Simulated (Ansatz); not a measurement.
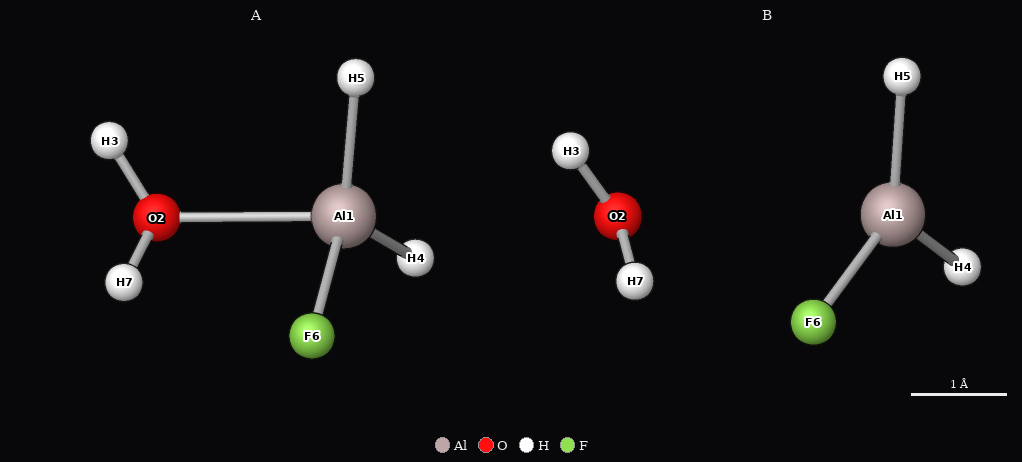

Two geometries of AlH4OF, drawn at one scale. One is the start of a relaxation, the other its converged end. The picture is a ball-and-stick view, seen at a tilt.

These are results of RKS PBE0-D4/def2-SVPD (Ansatz), not measurements. (no spin polarisation; force threshold 0.03 eV/Å; at most 50 steps)

**Which one is relaxed?**

Structure A is the relaxed one. The run prepares an end point of a later path (reaction) calculation, from a guessed geometry. The energy falls by 14.3 kcal/mol in 8 geometry steps. The largest force component goes from 0.85 to 0.02 eV/Å. The atom that moves furthest after the best rigid fit is H3 (0.56 Å). By element the largest moves are H 0.56 Å, O 0.54 Å, Al 0.40 Å, F 0.22 Å. Among the contacts that change: Al1–O2 2.963 → 2.021 Å, Al1–F6 1.695 → 1.715 Å, O2–H7 0.985 → 0.970 Å, Al1–H5 1.578 → 1.592 Å. New bonds form, among them: Al1–O2 (2.96 → 2.02 Å). Bond angles that change, for instance: H4–Al1–H5 127.3° → 123.1°, H3–O2–H7 105.2° → 108.1°.
